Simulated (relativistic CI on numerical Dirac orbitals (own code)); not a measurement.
# Zn⁶⁺: one ion under different settings

How much do the settings matter for Zn⁶⁺? One ion, several inputs.

Program: relativistic CI on numerical Dirac orbitals (own code) version 3. Level of theory: Dirac-Coulomb-Breit CI, KLI orbitals optimised for each configuration, model QED (radiative potential, 1s self-energy scaled to tabulated hydrogen-like ionisation energies), numerical settings as typed. These are calculated values, not measurements, unless marked.

### 1 Starting point

```
ion            : Zn⁶⁺ (Zn VII)
nuclear charge : 30
electrons      : 24
isotope        : A = 64
```

### 2 Usual settings

Input settings:

```ini
atom Zn  Z=30  charge=6  electrons=24
nucleus A=64  rms_radius_fm=3.9283
hamiltonian dirac-coulomb  breit=on  qed=on  c_scale=1
orbitals kli  potential=per-configuration
slater_scale 1
correlation none
mixing on
grid step=0.0125 r_max=21.3
scf mixing=0.4 start=green max_iterations=150 tolerance=2e-08 node_fill=0.05
configurations
  [Ar] 3d6
  [Ar] 3d5 4s
end
```

Launch:

```console
python run_levels.py task.json out
```

The settings of every run stand in task.json; they run in order.

Results of the run (chosen fields of its result record, rounded):

```text
{
  "status": "converged",
  "levels [i, E_cm, J2, conf, term, w_term, w_jj]": [
    [0, 0, 8, "3d6", "5D", 0.9958, 0.4743],
    [1, 1536.9048, 6, "3d6", "5D", 0.9979, 0.522],
    [2, 2558.7165, 4, "3d6", "5D", 0.9961, 0.6359],
    [3, 3208.3115, 2, "3d6", "5D", 0.9947, 0.4396],
    [4, 3524.1167, 0, "3d6", "5D", 0.9939, 0.7021],
    [5, 35565.612, 12, "3d6", "3H", 0.9918, 0.6867],
    [6, 36358.114, 10, "3d6", "3H", 0.9633, 0.5506],
    [7, 36845.984, 8, "3d6", "3H", 0.9238, 0.3485],
    [8, 38756.976, 4, "3d6", "3P", 0.9886, 0.3681],
    [9, 40757.723, 8, "3d6", "3F", 0.8604, 0.5411],
    [10, 41643.596, 6, "3d6", "3F", 0.913, 0.6039],
    [11, 42338.073, 4, "3d6", "3F", 0.9932, 0.4598],
    [12, 43116.027, 2, "3d6", "3P", 0.9899, 0.547],
    [13, 44563.952, 0, "3d6", "3P", 0.9629, 0.5011],
    "... 16 more rows left out ..."
  ],
  "total_energy [Ha]": -1782.0488425,
  "n_levels_all": 108,
  "overlap": 2.8546e-12,
  "scf_iterations": [11, 12],
  "orbital_energies [Ha]": {"1s": -354.826, "2s": -47.8206, "2p1/2": -42.7335, "2p3/2": -41.8582, "3s": -9.70426, "3p1/2": -8.06001, "3p3/2": -7.93636, "3d3/2": -5.17368, "3d5/2": -5.1553},
  "configurations [conf, odd, states, E_av_Ha, breit_Ha, qed_Ha]": [
    ["3d6", 0, 210, -1783.069642, 0.7612, 0.5118],
    ["3d5 4s", 0, 504, -1781.311725, 0.7622, 0.5127]
  ],
  "scf_steps of the first configuration [iteration, E_Ha, residual, outer_eigenvalue_Ha]": [
    [1, -1761.684727, 2.76, -10.91],
    [2, -1779.162479, 1.22, -7.289],
    [3, -1782.9569, 0.117, -5.068],
    [4, -1783.054879, 0.0884, -5.325],
    [5, -1783.0692, 0.0159, -5.189],
    [6, -1783.069622, 0.000382, -5.157],
    [7, -1783.069624, 0.000391, -5.155],
    [8, -1783.06964, 5.07e-05, -5.155],
    [9, -1783.069642, 3.15e-06, -5.155],
    [10, -1783.069642, 4.27e-08, -5.155],
    [11, -1783.069642, 1.93e-09, -5.155]
  ]
}
```

Run time: 0.08 s. Hardware: 1 thread, shared host.

### 3 End of the grid 14.91, Slater scale 0.6, iteration limit 20

Input settings:

```ini
atom Zn  Z=30  charge=6  electrons=24
nucleus A=64  rms_radius_fm=3.9283
hamiltonian dirac-coulomb  breit=on  qed=on  c_scale=1
orbitals kli  potential=per-configuration
slater_scale 0.6
correlation none
mixing on
grid step=0.0125 r_max=14.91
scf mixing=0.4 start=green max_iterations=20 tolerance=2e-08 node_fill=0.05
configurations
  [Ar] 3d6
  [Ar] 3d5 4s
end
```

Results of the run:

```text
{
  "status": "converged",
  "levels [i, E_cm, J2, conf, term, w_term]": [
    [0, 0, 8, "3d6", "5D", 0.9889],
    [1, 1586.8002, 6, "3d6", "5D", 0.9946],
    [2, 2551.7142, 4, "3d6", "5D", 0.988],
    [3, 3173.5926, 2, "3d6", "5D", 0.9858],
    [4, 3471.9565, 0, "3d6", "5D", 0.9842],
    [5, 21546.874, 12, "3d6", "3H", 0.9794],
    [6, 22220.029, 10, "3d6", "3H", 0.904],
    [7, 22319.108, 8, "3d6", "3H", 0.7127],
    "... 22 more rows left out ..."
  ],
  "total_energy [Ha]": -1781.9513341,
  "n_levels_all": 108,
  "overlap": 2.85376e-12,
  "scf_iterations": [11, 12],
  "orbital_energies [Ha]": {"1s": -354.826, "2s": -47.8206, "2p1/2": -42.7335, "2p3/2": -41.8582, "3s": -9.70426, "3p1/2": -8.06001, "3p3/2": -7.93636, "3d3/2": -5.17368, "3d5/2": -5.1553},
  "configurations [conf, odd, states, E_av_Ha, breit_Ha, qed_Ha]": [
    ["3d6", 0, 210, -1783.069642, 0.7612, 0.5118],
    ["3d5 4s", 0, 504, -1781.311725, 0.7622, 0.5127]
  ],
  "scf_steps of the first configuration [iteration, E_Ha, residual, outer_eigenvalue_Ha]": [
    [1, -1761.684727, 2.76, -10.91],
    [2, -1779.162479, 1.22, -7.289],
    [3, -1782.9569, 0.117, -5.068],
    [4, -1783.054879, 0.0884, -5.325],
    [5, -1783.0692, 0.0159, -5.189],
    [6, -1783.069622, 0.000382, -5.157],
    [7, -1783.069624, 0.00039, -5.155],
    [8, -1783.06964, 5.05e-05, -5.155],
    [9, -1783.069642, 3.15e-06, -5.155],
    [10, -1783.069642, 4.3e-08, -5.155],
    [11, -1783.069642, 1.94e-09, -5.155]
  ]
}
```

It took 0.078 s on 1 thread, shared host.

### 4 Node fill 0.5, start potential bare

Input settings:

```ini
atom Zn  Z=30  charge=6  electrons=24
nucleus A=64  rms_radius_fm=3.9283
hamiltonian dirac-coulomb  breit=on  qed=on  c_scale=1
orbitals kli  potential=per-configuration
slater_scale 1
correlation none
mixing on
grid step=0.0125 r_max=21.3
scf mixing=0.4 start=bare max_iterations=150 tolerance=2e-08 node_fill=0.5
configurations
  [Ar] 3d6
  [Ar] 3d5 4s
end
```

Results of the run:

```text
{
  "status": "converged",
  "levels [i, E_cm, J2, conf, term, w_term]": [
    [0, 0, 8, "3d6", "5D", 0.9954],
    [1, 1584.2568, 6, "3d6", "5D", 0.9978],
    [2, 2632.1744, 4, "3d6", "5D", 0.9957],
    [3, 3298.1636, 2, "3d6", "5D", 0.9942],
    [4, 3621.7449, 0, "3d6", "5D", 0.9933],
    [5, 35202.83, 12, "3d6", "3H", 0.9911],
    [6, 36003.332, 10, "3d6", "3H", 0.9601],
    [7, 36477.716, 8, "3d6", "3H", 0.9141],
    "... 22 more rows left out ..."
  ],
  "total_energy [Ha]": -1782.0287734,
  "n_levels_all": 108,
  "overlap": 2.45008e-12,
  "scf_iterations": [14, 13],
  "orbital_energies [Ha]": {"1s": -353.594, "2s": -47.3635, "2p1/2": -42.2139, "2p3/2": -41.3473, "3s": -9.60081, "3p1/2": -7.94985, "3p3/2": -7.82832, "3d3/2": -5.06708, "3d5/2": -5.04945},
  "configurations [conf, odd, states, E_av_Ha, breit_Ha, qed_Ha]": [
    ["3d6", 0, 210, -1783.047076, 0.7567, 0.5112],
    ["3d5 4s", 0, 504, -1781.288646, 0.7576, 0.5122]
  ],
  "scf_steps of the first configuration [iteration, E_Ha, residual, outer_eigenvalue_Ha]": [
    [1, -1645.206, 7.98, -50.07],
    [2, -1740.500581, 4.74, -26.99],
    [3, -1771.110063, 1.91, -4.106],
    [4, -1781.030996, 0.663, -5.239],
    [5, -1782.847417, 0.31, -5.586],
    [6, -1783.060618, 0.0735, -5.213],
    [7, -1783.045968, 0.00415, -5.063],
    [8, -1783.045734, 0.00191, -5.054],
    [9, -1783.04698, 0.000162, -5.05],
    [10, -1783.047034, 6.41e-05, -5.05],
    [11, -1783.047076, 3.29e-06, -5.049],
    [12, -1783.047076, 1.1e-06, -5.049],
    [13, -1783.047076, 1.1e-07, -5.049],
    [14, -1783.047076, 5.1e-09, -5.049]
  ]
}
```

It took 0.089 s on 1 thread, shared host.

### 5 Potential mixing 0.1

Changes to the settings of step 4:

```diff
@@ -8,3 +8,3 @@
 grid step=0.0125 r_max=21.3
-scf mixing=0.4 start=bare max_iterations=150 tolerance=2e-08 node_fill=0.5
+scf mixing=0.1 start=green max_iterations=150 tolerance=2e-08 node_fill=0.05
 configurations
```

Results of the run:

```text
{
  "status": "converged",
  "levels [i, E_cm, J2, conf, term, w_term]": [
    [0, 0, 8, "3d6", "5D", 0.9958],
    [1, 1536.9048, 6, "3d6", "5D", 0.9979],
    [2, 2558.7165, 4, "3d6", "5D", 0.9961],
    [3, 3208.3115, 2, "3d6", "5D", 0.9947],
    [4, 3524.1166, 0, "3d6", "5D", 0.9939],
    [5, 35565.613, 12, "3d6", "3H", 0.9918],
    [6, 36358.114, 10, "3d6", "3H", 0.9633],
    [7, 36845.985, 8, "3d6", "3H", 0.9238],
    "... 22 more rows left out ..."
  ],
  "total_energy [Ha]": -1782.0488425,
  "n_levels_all": 108,
  "overlap": 2.85598e-12,
  "scf_iterations": [13, 13],
  "orbital_energies [Ha]": {"1s": -354.826, "2s": -47.8206, "2p1/2": -42.7335, "2p3/2": -41.8582, "3s": -9.70426, "3p1/2": -8.06001, "3p3/2": -7.93636, "3d3/2": -5.17368, "3d5/2": -5.1553},
  "configurations [conf, odd, states, E_av_Ha, breit_Ha, qed_Ha]": [
    ["3d6", 0, 210, -1783.069642, 0.7612, 0.5118],
    ["3d5 4s", 0, 504, -1781.311725, 0.7622, 0.5127]
  ],
  "scf_steps of the first configuration [iteration, E_Ha, residual, outer_eigenvalue_Ha]": [
    [1, -1761.684727, 2.76, -10.91],
    [2, -1767.032831, 2.4, -9.939],
    [3, -1782.642323, 0.27, -4.951],
    [4, -1783.023246, 0.124, -5.326],
    [5, -1783.032097, 0.0909, -5.304],
    [6, -1783.068746, 0.0237, -5.21],
    [7, -1783.069721, 0.00333, -5.159],
    [8, -1783.069571, 0.00133, -5.154],
    [9, -1783.069648, 0.000167, -5.156],
    [10, -1783.069643, 3.12e-05, -5.155],
    [11, -1783.069642, 1.82e-06, -5.155],
    [12, -1783.069642, 1.2e-07, -5.155],
    [13, -1783.069642, 7.42e-09, -5.155]
  ]
}
```

It took 0.081 s on 1 thread, shared host.

### 6 Grid step 0.04, iteration limit 30

Changes to the settings of step 5:

```diff
@@ -7,4 +7,4 @@
 mixing on
-grid step=0.0125 r_max=21.3
-scf mixing=0.1 start=green max_iterations=150 tolerance=2e-08 node_fill=0.05
+grid step=0.04 r_max=21.3
+scf mixing=0.4 start=green max_iterations=30 tolerance=2e-08 node_fill=0.05
 configurations
```

Results of the run:

```text
{
  "status": "converged",
  "levels [i, E_cm, J2, conf, term, w_term]": [
    [0, 0, 8, "3d6", "5D", 0.9958],
    [1, 1536.9023, 6, "3d6", "5D", 0.9979],
    [2, 2558.7125, 4, "3d6", "5D", 0.9961],
    [3, 3208.3065, 2, "3d6", "5D", 0.9947],
    [4, 3524.1112, 0, "3d6", "5D", 0.9939],
    [5, 35565.606, 12, "3d6", "3H", 0.9918],
    [6, 36358.106, 10, "3d6", "3H", 0.9633],
    [7, 36845.977, 8, "3d6", "3H", 0.9238],
    "... 22 more rows left out ..."
  ],
  "total_energy [Ha]": -1782.0485848,
  "n_levels_all": 108,
  "overlap": 8.03142e-09,
  "scf_iterations": [11, 12],
  "orbital_energies [Ha]": {"1s": -354.826, "2s": -47.8206, "2p1/2": -42.7335, "2p3/2": -41.8582, "3s": -9.70426, "3p1/2": -8.06, "3p3/2": -7.93635, "3d3/2": -5.17367, "3d5/2": -5.1553},
  "configurations [conf, odd, states, E_av_Ha, breit_Ha, qed_Ha]": [
    ["3d6", 0, 210, -1783.069389, 0.7612, 0.5118],
    ["3d5 4s", 0, 504, -1781.311473, 0.7622, 0.5128]
  ],
  "scf_steps of the first configuration [iteration, E_Ha, residual, outer_eigenvalue_Ha]": [
    [1, -1761.684476, 2.76, -10.91],
    [2, -1779.162225, 1.22, -7.289],
    [3, -1782.956645, 0.117, -5.068],
    [4, -1783.054624, 0.0884, -5.325],
    [5, -1783.068947, 0.0159, -5.189],
    [6, -1783.06937, 0.000407, -5.157],
    [7, -1783.069371, 0.000379, -5.155],
    [8, -1783.069388, 6.87e-06, -5.155],
    [9, -1783.069389, 4.24e-06, -5.155],
    [10, -1783.069389, 3.33e-08, -5.155],
    [11, -1783.069389, 4.62e-09, -5.155]
  ]
}
```

It took 0.039 s on 1 thread, shared host.

### 7 The runs side by side

| setting | total energy less usual (Ha) | largest shift of a level among the lowest eight of both runs, same label and place (cm⁻¹) | SCF iterations | time | lowest level | kind of change |
| --- | --- | --- | --- | --- | --- | --- |
| usual | 0 | 0 | 23 | 0.08 s | 3d6 5D4 | - |
| end of the grid 14.91, Slater scale 0.6, iteration limit 20 | 0.0975 | 14500 | 23 | 0.078 s | 3d6 5D4 | model term |
| node fill 0.5, start potential bare | 0.0201 | 368 | 27 | 0.089 s | 3d6 5D4 | numerical |
| potential mixing 0.1 | 0 | 0 | 26 | 0.081 s | 3d6 5D4 | numerical |
| grid step 0.04, iteration limit 30 | 0.000258 | 0.00737 | 23 | 0.039 s | 3d6 5D4 | numerical |

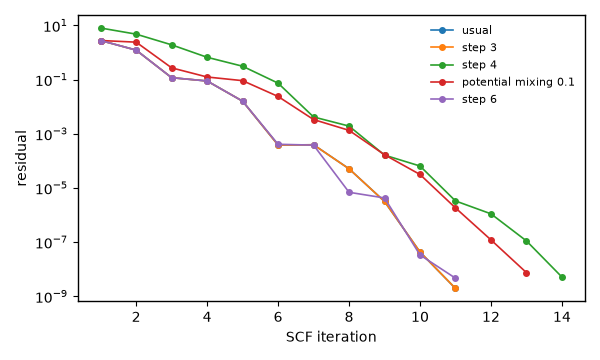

Residual of the first configuration's SCF.

### 8 Outcome

```
                    quantity          value
lowest level, usual settings        3d6 5D4
                total energy  -1782.0488 Ha
            first excitation    1536.9 cm⁻¹
```

Among the runs whose levels can be followed, they move most under «end of the grid 14.91, Slater scale 0.6, iteration limit 20» (model term), by up to 14500 cm⁻¹. No visible change in the result comes from «potential mixing 0.1». Only the listed configurations are in the model.
